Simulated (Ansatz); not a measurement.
# C3H3FO2Sn: single points with varied inputs

How do the results and run time of C3H3FO2Sn respond when the settings are drawn wide?

Program: Ansatz 0.2.0, Gaussian basis. Level of theory: the settings change from run to run. These are calculated values, not measurements.

## (1) The relaxed structure

The structure was relaxed beforehand with PBE0-D4 in a triple-zeta def2 set. Sn takes a core potential in def2 sets; no spin-orbit term is included.

SMILES `[F][Sn-]1[O]C=CC=[O+]1`, 10 atoms, charge 0, spin multiplicity 1.

Atoms are counted from 1 here; the program's logs count them from 0.

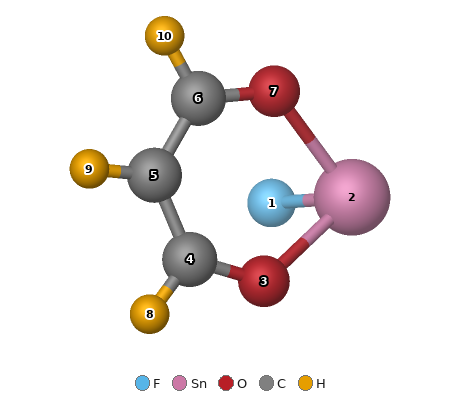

The structure; fluorine blue, tin pink, oxygen red, carbon grey, hydrogen amber; atoms are numbered from 1 in the order of the file.

## (2) revPBE0/STO-3G

Set apart from the defaults: multiplicity 3, atoms shaken by 0.15 Å.

in.yaml reads:

```yaml
crystal:
  periodic: [false, false, false]
  atoms:
    - {symbol: F, position_ang: [1.406201, -2.296946, -0.612140]}
    - {symbol: Sn, position_ang: [0.863280, -1.639789, 1.479551]}
    - {symbol: O, position_ang: [-1.253529, -1.444093, 1.061286]}
    - {symbol: C, position_ang: [-1.425948, -0.206296, 0.151333]}
    - {symbol: C, position_ang: [-0.414695, 0.863101, -0.204475]}
    - {symbol: C, position_ang: [0.805191, 0.964785, 0.243222]}
    - {symbol: O, position_ang: [1.521585, 0.233737, 0.810058]}
    - {symbol: H, position_ang: [-2.599878, -0.176061, -0.621809]}
    - {symbol: H, position_ang: [-0.682092, 1.759462, -1.040326]}
    - {symbol: H, position_ang: [1.330546, 1.657468, -0.159992]}
basis:
  gaussian: {orbitals: STO-3G}
magnetization: {spin_polarized: true, initial_magnetization: 2}
hamiltonian: {xc: {name: revPBE0}}
```

Started as:

```
ansatz run in.yaml --threads 4 --pin off --events-out ev --progress --plain --max-ram 11315MiB
```

Standard output:

```text
Functional definition: revPBE0
  name "revPBE0"
  cite "Zhang & Yang, Phys. Rev. Lett. 80, 890 (1998) doi:10.1103/PhysRevLett.80.890"
  cite "Adamo & Barone, J. Chem. Phys. 110, 6158 (1999) doi:10.1063/1.478522"
  cite "Perdew, Burke & Ernzerhof, Phys. Rev. Lett. 77, 3865 (1996) doi:10.1103/PhysRevLett.77.3865"
  parameter a = 0.25
  parameter kappa = 1.245
  parameter beta = 0.06672455060314922
  exchange = (1 - a)*pbe_x(kappa = kappa, mu = beta*pi^2/3) + a*exact_x
  correlation = pbe_c(beta = beta)
840 factors; integrals over basis functions are off by at most 4.0e-5 eV
mean field evaluation 1: about -172143.9539 eV, gradient 1.9e1 eV
mean field evaluation 2: about -172074.4855 eV, gradient 1.2e2 eV
mean field evaluation 4: about -172145.3192 eV, gradient 2.1e1 eV
mean field evaluation 8: about -172148.6795 eV, gradient 3.5e-1 eV
mean field evaluation 16: about -172148.6117 eV, gradient 1.5e-2 eV
mean field evaluation 32: about -172148.4212 eV, gradient 4.3e0 eV
mean field -172148.61171294 eV, -6326.3447939305 hartree, gradient 1.9e-5 eV, S^2 2.046357; 4 other end points of the search recorded, 0 dependent functions left out
reference -172148.61173370 eV, -6326.3447946935 hartree; 49, 47 occupied and 11, 13 virtual orbitals, 840 factors
Total energy: -172148.61173370 eV, -6326.3447946935 hartree
```

Wall time 2.9 s (4 threads of Arm Neoverse V1, shared host).

⟨S²⟩ 2.046.

## (3) SVWN5/def2-mTZVP

This run has atoms shaken by 0.15 Å, the search for lower states set to light.

in.yaml reads:

```yaml
crystal:
  periodic: [false, false, false]
  atoms:
    - {symbol: F, position_ang: [1.306106, -2.373422, -0.681807]}
    - {symbol: Sn, position_ang: [0.789612, -1.828025, 1.287456]}
    - {symbol: O, position_ang: [-1.121116, -1.164827, 0.789089]}
    - {symbol: C, position_ang: [-1.206957, -0.261798, -0.018122]}
    - {symbol: C, position_ang: [-0.357240, 0.798098, -0.410059]}
    - {symbol: C, position_ang: [0.773200, 0.796220, 0.033527]}
    - {symbol: O, position_ang: [1.612219, 0.520844, 0.734746]}
    - {symbol: H, position_ang: [-2.376599, -0.268012, -0.721004]}
    - {symbol: H, position_ang: [-0.676041, 1.258556, -1.144689]}
    - {symbol: H, position_ang: [1.428929, 1.938550, -0.485434]}
basis:
  gaussian: {orbitals: def2-mTZVP}
hamiltonian: {xc: {name: SVWN5}}
scf: {lower_state_search: light}
```

Launched as before.

Standard output:

```text
Functional definition: SVWN5
  name "SVWN5"
  cite "Dirac, Proc. Camb. Phil. Soc. 26, 376 (1930) doi:10.1017/S0305004100016108"
  cite "Slater, Phys. Rev. 81, 385 (1951) doi:10.1103/PhysRev.81.385"
  cite "Vosko, Wilk & Nusair, Can. J. Phys. 58, 1200 (1980) doi:10.1139/p80-159"
  exchange = slater_x
  correlation = vwn5_c
1508 factors; their error is unknown
mean field evaluation 1: about -15698.9944 eV, gradient 1.0e2 eV
mean field evaluation 2: about -15545.4595 eV, gradient 2.6e2 eV
mean field evaluation 4: about -15714.7306 eV, gradient 4.9e1 eV
mean field evaluation 8: about -15719.2384 eV, gradient 2.2e0 eV
mean field evaluation 16: about -15719.2255 eV, gradient 1.1e-3 eV
mean field -15719.22549103 eV, -577.6708819217 hartree, gradient 6.6e-5 eV, S^2 0.000000; 0 other end points of the search recorded, 0 dependent functions left out
reference -15719.22553637 eV, -577.6708835880 hartree; 34, 34 occupied and 135, 135 virtual orbitals, 1508 factors
Total energy: -15719.22553637 eV, -577.6708835880 hartree
```

It took 1.1 s on 4 threads of Arm Neoverse V1, shared host.

## (4) r2SCAN0/STO-3G

This run has atoms shaken by 0.03 Å.

in.yaml reads:

```yaml
crystal:
  periodic: [false, false, false]
  atoms:
    - {symbol: F, position_ang: [1.383367, -2.328941, -0.371625]}
    - {symbol: Sn, position_ang: [0.861546, -1.779686, 1.410198]}
    - {symbol: O, position_ang: [-1.078696, -1.217536, 0.647705]}
    - {symbol: C, position_ang: [-1.291766, -0.171907, -0.135721]}
    - {symbol: C, position_ang: [-0.411506, 0.852380, -0.505964]}
    - {symbol: C, position_ang: [0.834282, 0.999056, 0.099206]}
    - {symbol: O, position_ang: [1.494390, 0.223758, 0.834370]}
    - {symbol: H, position_ang: [-2.337214, -0.100121, -0.576439]}
    - {symbol: H, position_ang: [-0.770650, 1.611077, -1.180250]}
    - {symbol: H, position_ang: [1.425588, 1.913912, -0.224899]}
basis:
  gaussian: {orbitals: STO-3G}
hamiltonian: {xc: {name: r2SCAN0}}
output: {forces: true}
```

The command is unchanged.

Standard output, cut to the lines that bear on the results:

```text
Functional definition: r2SCAN0
  name "r2SCAN0"
  cite "Bursch, Neugebauer, Ehlert & Grimme, J. Chem. Phys. 156, 134105 (2022) doi:10.1063/5.0086040"
  cite "Furness, Kaplan, Ning, Perdew & Sun, J. Phys. Chem. Lett. 11, 8208 (2020) doi:10.1021/acs.jpclett.0c02405"
  cite "Furness, Kaplan, Ning, Perdew & Sun, J. Phys. Chem. Lett. 11, 9248 (2020) doi:10.1021/acs.jpclett.0c03077"
  parent r2scan
[...]
845 factors; integrals over basis functions are off by at most 3.9e-5 eV
[...]
mean field -172165.01522641 eV, -6326.9476119318 hartree, gradient 4.4e-5 eV, S^2 0.000000; 0 other end points of the search recorded, 0 dependent functions left out
[...]
reference -172165.01523112 eV, -6326.9476121051 hartree; 48, 48 occupied and 12, 12 virtual orbitals, 845 factors
Total energy: -172165.01523112 eV, -6326.9476121051 hartree
Atom 0 at     1.383367    -2.328941    -0.371625 Å, force    -0.594134     0.661031     1.367628 eV/Å
Atom 1 at     0.861546    -1.779686     1.410198 Å, force    -0.189690     0.748260    -1.687393 eV/Å
Atom 2 at    -1.078696    -1.217536     0.647705 Å, force     0.570945     0.779878    -0.601901 eV/Å
Atom 3 at    -1.291766    -0.171907    -0.135721 Å, force    -0.819079    -1.220203     0.090154 eV/Å
Atom 4 at    -0.411506     0.852380    -0.505964 Å, force    -0.927470    -0.438407     0.438017 eV/Å
Atom 5 at     0.834282     0.999056     0.099206 Å, force     0.799236     2.742965    -2.581929 eV/Å
Atom 6 at     1.494390     0.223758     0.834370 Å, force     1.049024    -3.046190     2.295036 eV/Å
Atom 7 at    -2.337214    -0.100121    -0.576439 Å, force     0.862326    -0.189552     0.466487 eV/Å
Atom 8 at    -0.770650     1.611077    -1.180250 Å, force    -0.045454     0.318943    -0.133119 eV/Å
Atom 9 at     1.425588     1.913912    -0.224899 Å, force    -0.705704    -0.356727     0.347019 eV/Å
Dipole moment:    -0.171467     0.325439    -0.084665 e Å
```

Wall time 2.4 s (4 threads of Arm Neoverse V1, shared host).

Largest force 3.956 eV/Å, dipole 1.81 D.

## (5) RPBE/ANO-RCC-VTZP

Options: finite nuclei, high accuracy, the search for lower states set to light.

in.yaml reads:

```yaml
crystal:
  periodic: [false, false, false]
  atoms:
    - {symbol: F, position_ang: [1.332337, -2.405987, -0.373753]}
    - {symbol: Sn, position_ang: [0.848201, -1.770613, 1.404256]}
    - {symbol: O, position_ang: [-1.076280, -1.152116, 0.637802]}
    - {symbol: C, position_ang: [-1.293040, -0.170972, -0.128211]}
    - {symbol: C, position_ang: [-0.417267, 0.853580, -0.468305]}
    - {symbol: C, position_ang: [0.867519, 0.993524, 0.043639]}
    - {symbol: O, position_ang: [1.471488, 0.221239, 0.840632]}
    - {symbol: H, position_ang: [-2.303022, -0.125506, -0.554153]}
    - {symbol: H, position_ang: [-0.776243, 1.619066, -1.142271]}
    - {symbol: H, position_ang: [1.429406, 1.886583, -0.256837]}
basis:
  gaussian: {orbitals: ANO-RCC-VTZP, nuclear_model: gaussian}
hamiltonian: {xc: {name: RPBE}}
accuracy: high
scf: {lower_state_search: light}
```

Launched as before.

Standard output:

```text
Functional definition: RPBE
  name "RPBE"
  cite "Hammer, Hansen & Nørskov, Phys. Rev. B 59, 7413 (1999) doi:10.1103/PhysRevB.59.7413"
  cite "Perdew, Burke & Ernzerhof, Phys. Rev. Lett. 77, 3865 (1996) doi:10.1103/PhysRevLett.77.3865"
  parameter kappa = 0.804
  parameter beta = 0.06672455060314922
  exchange = rpbe_x(kappa = kappa, mu = beta*pi^2/3)
  correlation = pbe_c(beta = beta)
5579 factors; integrals over basis functions are off by at most 4.6e-9 eV
mean field evaluation 1: about -178035.7460 eV, gradient 8.4e1 eV
mean field evaluation 2: about -177957.7785 eV, gradient 2.2e2 eV
mean field evaluation 4: about -178048.3326 eV, gradient 1.9e1 eV
mean field evaluation 8: about -178048.9650 eV, gradient 2.3e-1 eV
mean field evaluation 16: about -178048.9638 eV, gradient 2.5e-4 eV
mean field -178048.96375121 eV, -6543.1787319346 hartree, gradient 3.3e-8 eV, S^2 0.000000; 0 other end points of the search recorded, 0 dependent functions left out
reference -178048.96375872 eV, -6543.1787322106 hartree; 48, 48 occupied and 242, 242 virtual orbitals, 5579 factors
Total energy: -178048.96375872 eV, -6543.1787322106 hartree
Relativity: scalar
```

Run time: 2.2 min. Hardware: 4 threads of Arm Neoverse V1, shared host; peak memory 3.1 GiB.

## (6) B2GP-PLYP/def2-TZVPP

This run has atoms shaken by 0.03 Å.

in.yaml reads:

```yaml
crystal:
  periodic: [false, false, false]
  atoms:
    - {symbol: F, position_ang: [1.289249, -2.395957, -0.377158]}
    - {symbol: Sn, position_ang: [0.856444, -1.785496, 1.481741]}
    - {symbol: O, position_ang: [-1.102716, -1.145908, 0.671160]}
    - {symbol: C, position_ang: [-1.305407, -0.124688, -0.156328]}
    - {symbol: C, position_ang: [-0.372369, 0.886530, -0.455567]}
    - {symbol: C, position_ang: [0.855439, 0.980180, 0.054006]}
    - {symbol: O, position_ang: [1.494127, 0.163552, 0.820752]}
    - {symbol: H, position_ang: [-2.293985, -0.178310, -0.544450]}
    - {symbol: H, position_ang: [-0.782959, 1.628370, -1.062402]}
    - {symbol: H, position_ang: [1.427498, 1.934524, -0.261963]}
basis:
  gaussian: {orbitals: def2-TZVPP}
hamiltonian: {xc: {name: B2GP-PLYP}}
output: {forces: true}
```

Launched as before.

Standard output, cut to the lines that bear on the results:

```text
Functional definition: B2GP-PLYP
  name "B2GP-PLYP"
  cite "Karton, Tarnopolsky, Lamère, Schatz & Martin, J. Phys. Chem. A 112, 12868 (2008) doi:10.1021/jp801805p"
  cite "Becke, Phys. Rev. A 38, 3098 (1988) doi:10.1103/PhysRevA.38.3098"
  cite "Lee, Yang & Parr, Phys. Rev. B 37, 785 (1988) doi:10.1103/PhysRevB.37.785"
[...]
1910 factors; integrals over basis functions are off by at most 9.8e-4 eV
[...]
mean field -15775.76229710 eV, -579.7485712228 hartree, gradient 3.9e-6 eV, S^2 0.000000; 0 other end points of the search recorded, 0 dependent functions left out
10 core orbitals not correlated: weight in the atoms' cores, before any rotation towards them, 1.000 or more for the frozen orbitals, at most 0.000 for the correlated occupied ones
reference -15775.76242460 eV, -579.7485759083 hartree; 24, 24 occupied and 244, 244 virtual orbitals, 1910 factors
[...]
Atom 0 at     1.289249    -2.395957    -0.377158 Å, force    -0.147288     0.116659     0.934437 eV/Å
Atom 1 at     0.856444    -1.785496     1.481741 Å, force    -0.224743     0.139580    -1.478884 eV/Å
Atom 2 at    -1.102716    -1.145908     0.671160 Å, force     0.006067     2.072026    -1.509197 eV/Å
Atom 3 at    -1.305407    -0.124688    -0.156328 Å, force     1.877319    -2.661597     2.653061 eV/Å
Atom 4 at    -0.372369     0.886530    -0.455567 Å, force    -3.370556    -1.889195    -0.077632 eV/Å
Atom 5 at     0.855439     0.980180     0.054006 Å, force     3.805848     1.247745     0.729270 eV/Å
Atom 6 at     1.494127     0.163552     0.820752 Å, force    -0.611823     0.778650    -0.428098 eV/Å
Atom 7 at    -2.293985    -0.178310    -0.544450 Å, force    -0.640960     0.554868    -0.618586 eV/Å
Atom 8 at    -0.782959     1.628370    -1.062402 Å, force    -0.053695     1.205645    -0.889549 eV/Å
Atom 9 at     1.427498     1.934524    -0.261963 Å, force    -0.640169    -1.564381     0.685176 eV/Å
Dipole moment:    -0.349879     0.540731     0.286406 e Å
```

Wall time 28 s (4 threads of Arm Neoverse V1, shared host); peak memory 1.1 GiB.

Largest force 4.201 eV/Å, dipole 3.39 D.

## (7) PBE0/def2-TZVPP

This run has a grid of angular degree 23, D4 dispersion.

in.yaml reads:

```yaml
crystal:
  periodic: [false, false, false]
  atoms:
    - {symbol: F, position_ang: [1.332337, -2.405987, -0.373753]}
    - {symbol: Sn, position_ang: [0.848201, -1.770613, 1.404256]}
    - {symbol: O, position_ang: [-1.076280, -1.152116, 0.637802]}
    - {symbol: C, position_ang: [-1.293040, -0.170972, -0.128211]}
    - {symbol: C, position_ang: [-0.417267, 0.853580, -0.468305]}
    - {symbol: C, position_ang: [0.867519, 0.993524, 0.043639]}
    - {symbol: O, position_ang: [1.471488, 0.221239, 0.840632]}
    - {symbol: H, position_ang: [-2.303022, -0.125506, -0.554153]}
    - {symbol: H, position_ang: [-0.776243, 1.619066, -1.142271]}
    - {symbol: H, position_ang: [1.429406, 1.886583, -0.256837]}
basis:
  gaussian: {orbitals: def2-TZVPP, final_grid: {core_spheres: 8, valence_spheres: 7, degree: 23}}
hamiltonian: {xc: {name: PBE0}, dispersion: d4}
```

Same command.

Standard output:

```text
Functional definition: PBE0
  name "PBE0"
  cite "Adamo & Barone, J. Chem. Phys. 110, 6158 (1999) doi:10.1063/1.478522"
  cite "Perdew, Burke & Ernzerhof, Phys. Rev. Lett. 77, 3865 (1996) doi:10.1103/PhysRevLett.77.3865"
  parent pbe
  parameter a = 0.25
  parameter kappa = 0.804
  parameter beta = 0.06672455060314922
  exchange = (1 - a)*pbe_x(kappa = kappa, mu = beta*pi^2/3) + a*exact_x
  correlation = pbe_c(beta = beta)
1636 factors; their error is unknown
mean field evaluation 1: about -15788.3041 eV, gradient 7.3e1 eV
mean field evaluation 2: about -15771.4623 eV, gradient 1.3e2 eV
mean field evaluation 4: about -15797.8968 eV, gradient 5.8e0 eV
mean field evaluation 8: about -15797.9641 eV, gradient 1.3e-1 eV
mean field evaluation 16: about -15798.0674 eV, gradient 2.8e-4 eV
mean field -15798.06741114 eV, -580.5682690447 hartree, gradient 7.2e-5 eV, S^2 0.000000; 0 other end points of the search recorded, 0 dependent functions left out
reference -15798.06744482 eV, -580.5682702824 hartree; 34, 34 occupied and 244, 244 virtual orbitals, 1636 factors
Total energy: -15798.32725553 eV, -580.5778181497 hartree
```

It took 3.2 s on 4 threads of Arm Neoverse V1, shared host; peak memory 0.64 GiB.

## (8) rPW86-PBE/x2c-TZVPPall

This run has a grid of angular degree 47, D3(BJ) with three-body dispersion.

Edit in.yaml of step 7 so:

```diff
@@ -14,3 +14,4 @@
 basis:
-  gaussian: {orbitals: def2-TZVPP, final_grid: {core_spheres: 8, valence_spheres: 7, degree: 23}}
-hamiltonian: {xc: {name: PBE0}, dispersion: d4}
+  gaussian: {orbitals: x2c-TZVPPall, final_grid: {core_spheres: 20, valence_spheres: 16, degree: 47}}
+hamiltonian: {xc: {name: rPW86-PBE}, dispersion: d3bjatm}
+output: {forces: true}
```

Same command.

Standard output, cut to the lines that bear on the results:

```text
Functional definition: rPW86-PBE
  name "rPW86-PBE"
  cite "Murray, Lee & Langreth, J. Chem. Theory Comput. 5, 2754 (2009) doi:10.1021/ct900365q"
  cite "Perdew, Burke & Ernzerhof, Phys. Rev. Lett. 77, 3865 (1996) doi:10.1103/PhysRevLett.77.3865"
  parent pbe
[...]
1743 factors; their error is unknown
[...]
mean field -178119.10500687 eV, -6545.7563755369 hartree, gradient 3.5e-5 eV, S^2 0.000000; 0 other end points of the search recorded, 0 dependent functions left out
[...]
reference -178119.10511674 eV, -6545.7563795744 hartree; 48, 48 occupied and 240, 240 virtual orbitals, 1743 factors
Total energy: -178119.37311174 eV, -6545.7662282091 hartree
Relativity: scalar
Atom 0 at     1.332337    -2.405987    -0.373753 Å, force     0.243595    -0.327821    -0.840710 eV/Å
Atom 1 at     0.848201    -1.770613     1.404256 Å, force     0.092802    -0.343978     1.163950 eV/Å
Atom 2 at    -1.076280    -1.152116     0.637802 Å, force    -0.335007    -0.768224     0.503362 eV/Å
Atom 3 at    -1.293040    -0.170972    -0.128211 Å, force    -0.428470     0.544595    -0.551795 eV/Å
Atom 4 at    -0.417267     0.853580    -0.468305 Å, force    -0.077408     0.167449    -0.163459 eV/Å
Atom 5 at     0.867519     0.993524     0.043639 Å, force    -0.154108     0.695406    -0.526588 eV/Å
Atom 6 at     1.471488     0.221239     0.840632 Å, force     0.758821    -0.179361     0.589654 eV/Å
Atom 7 at    -2.303022    -0.125506    -0.554153 Å, force    -0.125919     0.011508    -0.054827 eV/Å
Atom 8 at    -0.776243     1.619066    -1.142271 Å, force    -0.040397     0.086586    -0.078722 eV/Å
Atom 9 at     1.429406     1.886583    -0.256837 Å, force     0.066090     0.113839    -0.040863 eV/Å
Dipole moment:    -0.278476     0.486572     0.203103 e Å
```

It took 8.5 s on 4 threads of Arm Neoverse V1, shared host.

Largest force 1.217 eV/Å, dipole 2.86 D.

## (9) B2GP-PLYP/x2c-TZVPPall

Set apart from the defaults: unrestricted orbitals, a point charge of -1.00 e beside it.

Edit in.yaml of step 8 so:

```diff
@@ -14,4 +14,5 @@
 basis:
-  gaussian: {orbitals: x2c-TZVPPall, final_grid: {core_spheres: 20, valence_spheres: 16, degree: 47}}
-hamiltonian: {xc: {name: rPW86-PBE}, dispersion: d3bjatm}
+  gaussian: {orbitals: x2c-TZVPPall, point_charges: [{charge: -1.00, position_ang: [4.161, 0.553, 0.710]}]}
+magnetization: {spin_polarized: true, initial_magnetization: 0}
+hamiltonian: {xc: {name: B2GP-PLYP}}
 output: {forces: true}
```

Launched as before.

Standard output, cut to the lines that bear on the results:

```text
Functional definition: B2GP-PLYP
  name "B2GP-PLYP"
  cite "Karton, Tarnopolsky, Lamère, Schatz & Martin, J. Phys. Chem. A 112, 12868 (2008) doi:10.1021/jp801805p"
  cite "Becke, Phys. Rev. A 38, 3098 (1988) doi:10.1103/PhysRevA.38.3098"
  cite "Lee, Yang & Parr, Phys. Rev. B 37, 785 (1988) doi:10.1103/PhysRevB.37.785"
[...]
2015 factors; integrals over basis functions are off by at most 6.8e-4 eV
[...]
mean field -178010.32590127 eV, -6541.7588171393 hartree, gradient 1.8e-6 eV, S^2 0.000000; 0 other end points of the search recorded, 0 dependent functions left out
24 core orbitals not correlated: weight in the atoms' cores, before any rotation towards them, 1.000 or more for the frozen orbitals, at most 0.000 for the correlated occupied ones
reference -178010.32602708 eV, -6541.7588217624 hartree; 24, 24 occupied and 240, 240 virtual orbitals, 2015 factors
[...]
Relativity: scalar
Atom 0 at     1.332337    -2.405987    -0.373753 Å, force    -0.140891    -0.209857    -0.105792 eV/Å
Atom 1 at     0.848201    -1.770613     1.404256 Å, force     0.582227     0.588335    -0.122974 eV/Å
Atom 2 at    -1.076280    -1.152116     0.637802 Å, force    -0.107853    -0.527235     0.378992 eV/Å
Atom 3 at    -1.293040    -0.170972    -0.128211 Å, force     0.046577     0.779491    -0.532167 eV/Å
Atom 4 at    -0.417267     0.853580    -0.468305 Å, force    -0.960383    -0.293085    -0.264911 eV/Å
Atom 5 at     0.867519     0.993524     0.043639 Å, force     1.283199    -0.150262     0.630988 eV/Å
Atom 6 at     1.471488     0.221239     0.840632 Å, force    -0.771924     0.114174    -0.255437 eV/Å
Atom 7 at    -2.303022    -0.125506    -0.554153 Å, force     0.110111     0.017391     0.026189 eV/Å
Atom 8 at    -0.776243     1.619066    -1.142271 Å, force     0.020708    -0.114578     0.076136 eV/Å
Atom 9 at     1.429406     1.886583    -0.256837 Å, force     0.061742    -0.234007     0.159830 eV/Å
Dipole moment:     0.270712     0.689598     0.279256 e Å
```

It took 73 s on 4 threads of Arm Neoverse V1, shared host; peak memory 1.8 GiB.

Largest force 1.438 eV/Å, dipole 3.80 D, ⟨S²⟩ 0.000.

## (10) The runs in one table

| level | charge | multiplicity | geometry | functions | energy (eV) | time |
| --- | --- | --- | --- | --- | --- | --- |
| revPBE0/STO-3G | 0 | 3 | shaken | 60 | -172148.612 | 2.9 s |
| SVWN5/def2-mTZVP | 0 | 1 | shaken | 169 | -15719.226 | 1.1 s |
| r2SCAN0/STO-3G | 0 | 1 | shaken | 60 | -172165.015 | 2.4 s |
| RPBE/ANO-RCC-VTZP | 0 | 1 | relaxed | 290 | -178048.964 | 2.2 min |
| B2GP-PLYP/def2-TZVPP | 0 | 1 | shaken | 278 | -15792.616 | 28 s |
| PBE0/def2-TZVPP | 0 | 1 | relaxed | 278 | -15798.327 | 3.2 s |
| rPW86-PBE/x2c-TZVPPall | 0 | 1 | relaxed | 288 | -178119.373 | 8.5 s |
| B2GP-PLYP/x2c-TZVPPall | 0 | 1 | relaxed, point charge | 288 | -178027.298 | 73 s |

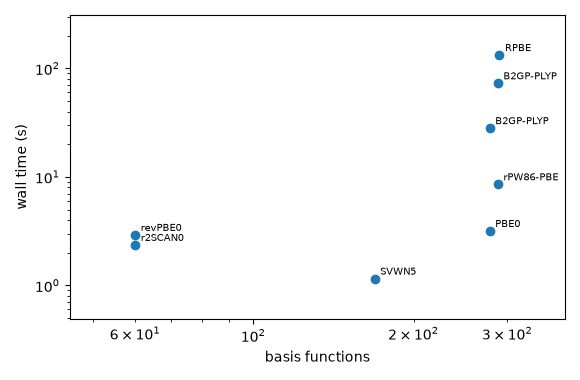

Wall time against the number of basis functions (shared host).

## (11) Outcome

| quantity | value |
| --- | --- |
| runs | 8 |
| quickest | SVWN5/def2-mTZVP, 1.1 s |
| slowest | RPBE/ANO-RCC-VTZP, 2.2 min |
| spread of total energies, same state and geometry | 162321.0 eV |

Run time spans a factor of 115, from SVWN5/def2-mTZVP to RPBE/ANO-RCC-VTZP. The jobs differ in tasks and options as well as level. Total energies at one charge and spin differ by 162321 eV between levels, so only differences within one level mean anything. Some of these runs are scalar-relativistic and others not, which shifts the totals of all-electron atoms past neon by several eV an atom and more; core potentials, where a basis has them, take the core out of the total altogether. At the PBE0-D4/def2-TZVP geometry and in the same state, the sound runs without point charges leave forces up to 1.22 eV/Å (rPW86-PBE/x2c-TZVPPall), against 4.2 eV/Å where the atoms were moved.
